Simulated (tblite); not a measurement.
**Saddle-point search of C3H5BrGeN2**

System: C3H5BrGeN2.
Method: GFN2-xTB saddle search (eigenvector following) and harmonic vibrations, gas phase (tblite 0.8.0).

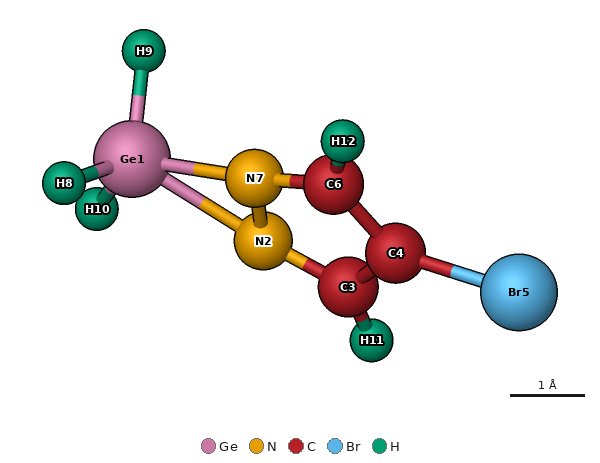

The starting structure (ball-and-stick view, seen at a tilt; atoms are numbered from 1 in the order of the input). Sticks mark near contacts.

The input:
```
{"job": {"xc": "GFN2-xTB", "basis": "xTB", "kind": "saddle"}, "charge": 0, "multiplicity": 1}
Ge    -1.156291     1.713768     0.480994
N     -0.612211    -0.324515     0.403548
C     -0.137759    -1.553578     0.277935
C      1.050179    -1.488078    -0.443998
Br     2.167216    -2.923400    -0.930056
C      1.251747    -0.146118    -0.737890
N      0.236834     0.530819    -0.215977
H     -0.251751     2.593823     1.295403
H     -1.565058     2.314043    -0.833851
H     -2.390248     1.362211     1.291724
H     -0.640807    -2.405041     0.689448
H      2.048148     0.326067    -1.277281
```

The first line tells a small driver script what to run in tblite; the rest is the geometry in Å.

Hardware: 1 CPU thread, shared host.

Launched with:
```bash
OMP_NUM_THREADS=1 python <driver script> task.json out
```

The program's output:
```
step      E/eV     max force
  0    -565.99926   0.0701
  1    -565.99973   0.0066
  2    -566.00036   0.0109
  3    -566.00288   0.0230
  4    -566.01152   0.0690
  5    -566.00589   0.0253
  6    -566.00971   0.0297
  7    -566.01425   0.0361
  8    -566.01941   0.0405
  9    -566.02461   0.0419
 10    -566.02906   0.0428
 11    -566.03386   0.0417
 12    -566.04144   0.0438
 13    -566.04767   0.0451
 14    -566.05328   0.0460
 15    -566.05845   0.0508
 16    -566.06272   0.0253
 17    -566.06633   0.0599
 18    -566.06453   0.0185
 19    -566.06639   0.0191
 20    -566.06746   0.0189
 21    -566.06775   0.0050
 22    -566.06775   0.0000
lowest wavenumbers (cm-1): -215.9 54.0 156.6 196.3 246.6 251.5
```

Trajectory as extended XYZ (Å, eV, eV/Å), 9 of the 12 frames kept, from step=0 to step=22:
```
12
Properties=species:S:1:pos:R:3:forces:R:3 step=0 energy=-565.99926
Ge   -1.1563    1.7138    0.4810    0.0380   0.0370  -0.0210
N    -0.6122   -0.3245    0.4035   -0.0050  -0.0320   0.0060
C    -0.1378   -1.5536    0.2779   -0.0010   0.0140  -0.0060
C     1.0502   -1.4881   -0.4440    0.0000  -0.0050   0.0020
Br    2.1672   -2.9234   -0.9301   -0.0100  -0.0020   0.0060
C     1.2517   -0.1461   -0.7379   -0.0240   0.0070   0.0160
N     0.2368    0.5308   -0.2160   -0.0080  -0.0120  -0.0040
H    -0.2518    2.5938    1.2954   -0.0060   0.0270   0.0440
H    -1.5651    2.3140   -0.8339   -0.0390   0.0040  -0.0130
H    -2.3902    1.3622    1.2917    0.0560  -0.0250  -0.0340
H    -0.6408   -2.4050    0.6894    0.0050  -0.0210   0.0000
H     2.0481    0.3261   -1.2773   -0.0070   0.0100   0.0040
12
Properties=species:S:1:pos:R:3:forces:R:3 step=2 energy=-566.00036
Ge   -1.1539    1.7107    0.4869   -0.0020   0.0000  -0.0030
N    -0.6179   -0.3109    0.3733    0.0010  -0.0020  -0.0070
C    -0.1467   -1.5430    0.2633    0.0000   0.0010  -0.0040
C     1.0524   -1.4864   -0.4400   -0.0030   0.0010   0.0030
Br    2.1618   -2.9339   -0.9058    0.0010   0.0000   0.0030
C     1.2651   -0.1462   -0.7362   -0.0030   0.0020   0.0040
N     0.2453    0.5380   -0.2362    0.0000   0.0000  -0.0030
H    -0.2514    2.6065    1.2916    0.0010   0.0040  -0.0050
H    -1.6032    2.2872   -0.8259   -0.0030  -0.0060   0.0060
H    -2.3654    1.3492    1.3235    0.0090   0.0010   0.0060
H    -0.6567   -2.3923    0.6719   -0.0020  -0.0010  -0.0050
H     2.0704    0.3212   -1.2665    0.0010   0.0000   0.0060
12
Properties=species:S:1:pos:R:3:forces:R:3 step=6 energy=-566.00971
Ge   -1.1471    1.7079    0.4990    0.0010   0.0020   0.0020
N    -0.6539   -0.3121    0.3022   -0.0030  -0.0010  -0.0190
C    -0.1737   -1.5427    0.2186   -0.0040   0.0020  -0.0110
C     1.0569   -1.4837   -0.4278   -0.0020   0.0020   0.0040
Br    2.1790   -2.9310   -0.8624    0.0040   0.0010   0.0110
C     1.2827   -0.1425   -0.7095    0.0000   0.0010   0.0070
N     0.2375    0.5396   -0.2620   -0.0020  -0.0010  -0.0060
H    -0.2238    2.6605    1.2167    0.0030   0.0090  -0.0180
H    -1.6789    2.2156   -0.8075   -0.0150  -0.0160   0.0090
H    -2.2891    1.3551    1.4319    0.0220   0.0010   0.0200
H    -0.6990   -2.3930    0.6052   -0.0080   0.0010  -0.0150
H     2.1095    0.3263   -1.2044    0.0060   0.0000   0.0150
12
Properties=species:S:1:pos:R:3:forces:R:3 step=8 energy=-566.01941
Ge   -1.1439    1.7041    0.5064   -0.0010   0.0050   0.0020
N    -0.6711   -0.3083    0.2609    0.0010  -0.0010  -0.0260
C    -0.1897   -1.5393    0.1920   -0.0030   0.0040  -0.0150
C     1.0583   -1.4816   -0.4211   -0.0050   0.0030   0.0070
Br    2.1845   -2.9312   -0.8371    0.0040   0.0010   0.0160
C     1.2944   -0.1402   -0.6935   -0.0020   0.0010   0.0100
N     0.2376    0.5431   -0.2765   -0.0050  -0.0020  -0.0090
H    -0.2134    2.6923    1.1697   -0.0010   0.0070  -0.0250
H    -1.7254    2.1683   -0.7934   -0.0180  -0.0210   0.0180
H    -2.2399    1.3549    1.4950    0.0340   0.0010   0.0220
H    -0.7258   -2.3894    0.5643   -0.0100   0.0040  -0.0200
H     2.1346    0.3275   -1.1666    0.0060  -0.0020   0.0200
12
Properties=species:S:1:pos:R:3:forces:R:3 step=12 energy=-566.04144
Ge   -1.1474    1.6897    0.5215   -0.0050   0.0110   0.0030
N    -0.6770   -0.2811    0.2042    0.0070  -0.0030  -0.0310
C    -0.2181   -1.5211    0.1404    0.0010   0.0050  -0.0170
C     1.0570   -1.4788   -0.4154   -0.0090   0.0050   0.0090
Br    2.1631   -2.9459   -0.8244    0.0070   0.0010   0.0280
C     1.3324   -0.1377   -0.6525   -0.0060   0.0010   0.0050
N     0.2713    0.5615   -0.2765   -0.0090  -0.0030  -0.0170
H    -0.2323    2.7744    1.0529   -0.0060  -0.0080  -0.0220
H    -1.8257    2.0318   -0.7658   -0.0160  -0.0100   0.0300
H    -2.1388    1.3540    1.6208    0.0420  -0.0030   0.0120
H    -0.7880   -2.3659    0.4727   -0.0070   0.0100  -0.0210
H     2.2037    0.3191   -1.0779   -0.0010  -0.0050   0.0200
12
Properties=species:S:1:pos:R:3:forces:R:3 step=14 energy=-566.05328
Ge   -1.1528    1.6758    0.5321   -0.0140   0.0120   0.0090
N    -0.6831   -0.2574    0.1482    0.0230  -0.0200  -0.0280
C    -0.2363   -1.5029    0.1045    0.0100   0.0040  -0.0150
C     1.0574   -1.4753   -0.4076   -0.0230   0.0040   0.0130
Br    2.1567   -2.9566   -0.7832    0.0040   0.0070   0.0300
C     1.3554   -0.1371   -0.6358   -0.0240   0.0130   0.0030
N     0.2892    0.5757   -0.3021    0.0080  -0.0100  -0.0220
H    -0.2441    2.8038    0.9841   -0.0040  -0.0170  -0.0090
H    -1.8989    1.9659   -0.7281   -0.0090   0.0080   0.0290
H    -2.0629    1.3402    1.7013    0.0440  -0.0030  -0.0130
H    -0.8293   -2.3403    0.4144    0.0010   0.0090  -0.0140
H     2.2487    0.3081   -1.0276   -0.0170  -0.0070   0.0160
12
Properties=species:S:1:pos:R:3:forces:R:3 step=16 energy=-566.06272
Ge   -1.1523    1.6608    0.5398   -0.0040  -0.0020  -0.0020
N    -0.7055   -0.2430    0.0662    0.0070  -0.0190  -0.0140
C    -0.2522   -1.4874    0.0748    0.0000   0.0120  -0.0060
C     1.0578   -1.4680   -0.3914   -0.0090   0.0060   0.0060
Br    2.1769   -2.9539   -0.6819   -0.0020   0.0140   0.0210
C     1.3585   -0.1341   -0.6436   -0.0180   0.0080   0.0010
N     0.2790    0.5841   -0.3728    0.0130  -0.0120  -0.0170
H    -0.2248    2.7825    0.9651    0.0070  -0.0080   0.0020
H    -1.9548    1.9729   -0.6773    0.0000   0.0070   0.0130
H    -1.9932    1.3014    1.7500    0.0130  -0.0070  -0.0030
H    -0.8550   -2.3186    0.3818   -0.0010   0.0020  -0.0020
H     2.2655    0.3034   -1.0106   -0.0060   0.0010   0.0010
12
Properties=species:S:1:pos:R:3:forces:R:3 step=20 energy=-566.06746
Ge   -1.1412    1.6478    0.5428   -0.0010  -0.0010  -0.0040
N    -0.7388   -0.2437   -0.0102    0.0080  -0.0170  -0.0010
C    -0.2663   -1.4794    0.0556   -0.0010   0.0120  -0.0040
C     1.0559   -1.4566   -0.3739   -0.0040   0.0050   0.0010
Br    2.2081   -2.9328   -0.5689   -0.0090   0.0140   0.0070
C     1.3446   -0.1274   -0.6621   -0.0120   0.0030   0.0010
N     0.2479    0.5844   -0.4498    0.0140  -0.0120  -0.0040
H    -0.1810    2.7365    0.9812    0.0010  -0.0050  -0.0010
H    -1.9735    2.0132   -0.6370    0.0030   0.0000   0.0080
H    -1.9452    1.2557    1.7672    0.0030  -0.0030  -0.0020
H    -0.8661   -2.3090    0.3730   -0.0010   0.0020  -0.0010
H     2.2556    0.3110   -1.0178   -0.0020   0.0010   0.0000
12
Properties=species:S:1:pos:R:3:forces:R:3 step=22 energy=-566.06775
Ge   -1.1373    1.6433    0.5431    0.0000   0.0000   0.0000
N    -0.7480   -0.2443   -0.0307    0.0000   0.0000   0.0000
C    -0.2706   -1.4768    0.0502    0.0000   0.0000   0.0000
C     1.0546   -1.4525   -0.3691    0.0000   0.0000   0.0000
Br    2.2155   -2.9243   -0.5360    0.0000   0.0000   0.0000
C     1.3401   -0.1250   -0.6674    0.0000   0.0000   0.0000
N     0.2393    0.5843   -0.4706    0.0000   0.0000   0.0000
H    -0.1675    2.7217    0.9847    0.0000   0.0000   0.0000
H    -1.9774    2.0241   -0.6252    0.0000   0.0000   0.0000
H    -1.9312    1.2415    1.7705    0.0000   0.0000   0.0000
H    -0.8695   -2.3059    0.3706    0.0000   0.0000   0.0000
H     2.2520    0.3139   -1.0202    0.0000   0.0000   0.0000
```

Results in brief:

```csv
quantity,value
outcome,converged
total energy,−566.0678 eV
point group,Cs
wall time,3.1 s
peak memory,0.19 GiB
```
